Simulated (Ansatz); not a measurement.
# C2H3F3: the cost of one run

Method: the levels named in each step, in Ansatz 0.2.0.

**1. The starting structure**

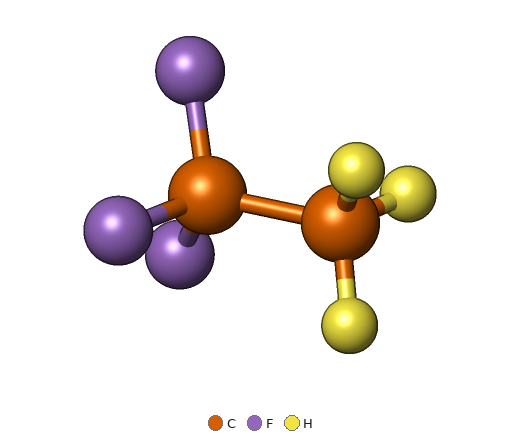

Start, viewed from a chosen angle; carbon orange, fluorine purple, hydrogen yellow.

As a file:

```xyz
8

C     1.5430   -0.2922    0.0423
C     0.0625   -0.0113    0.0015
F    -0.5842   -0.7761   -0.8924
F    -0.1913    1.2620   -0.3327
F    -0.5373   -0.2216    1.1841
H     1.6922   -1.3428    0.3099
H     2.0022    0.3785    0.7814
H     1.9769   -0.1186   -0.9167
```

**2. A rough first relaxation, PBE-D4/def2-SVP**

This run stands in another session on the same molecule. It ended at:

```xyz
8

C     1.5324   -0.2929    0.0470
C     0.0519   -0.0058    0.0000
F    -0.5794   -0.7908   -0.9071
F    -0.1948    1.2829   -0.3408
F    -0.5361   -0.2251    1.2016
H     1.6971   -1.3489    0.3296
H     2.0141    0.3646    0.7939
H     1.9788   -0.1061   -0.9469
```

**3. Relaxation, PBE0-D4/def2-TZVPP**

This run stands in another session on the same molecule. It ended at:

```xyz
8

C     1.5305   -0.2925    0.0471
C     0.0618   -0.0077    0.0004
F    -0.5670   -0.7826   -0.8954
F    -0.1874    1.2661   -0.3371
F    -0.5245   -0.2225    1.1872
H     1.6865   -1.3333    0.3245
H     1.9996    0.3567    0.7840
H     1.9645   -0.1063   -0.9334
```

**4. Frequencies, PBE0-D4/def2-TZVPP**

The input, input.yaml:

```yaml
crystal:
  periodic: [false, false, false]
  atoms:
    - { symbol: C, position_ang: [1.53053624, -0.29250454, 0.04712339] }
    - { symbol: C, position_ang: [0.06180996, -0.00768706, 0.00040954] }
    - { symbol: F, position_ang: [-0.56697014, -0.7826427, -0.89543202] }
    - { symbol: F, position_ang: [-0.18740324, 1.26606114, -0.33710517] }
    - { symbol: F, position_ang: [-0.52454341, -0.2224892, 1.18721569] }
    - { symbol: H, position_ang: [1.68653779, -1.33328063, 0.32450713] }
    - { symbol: H, position_ang: [1.99959799, 0.35669998, 0.78401326] }
    - { symbol: H, position_ang: [1.96449482, -0.10626698, -0.93343179] }
basis:
  gaussian: { orbitals: def2-TZVPP }
hamiltonian:
  xc: pbe0
  dispersion: d4
phonons: {}
```

Run with:

```bash
> ansatz run input.yaml --threads 4 --pin off --max-ram 10240MiB --backend cpu --events-out ev --progress --plain --runs-dir out
```

Q: Estimate wall time and peak memory on 4 threads of Intel Xeon at 2.50GHz (Skylake/Cascade Lake), shared host.

About 2.7 min, with a peak of 0.43 GiB.
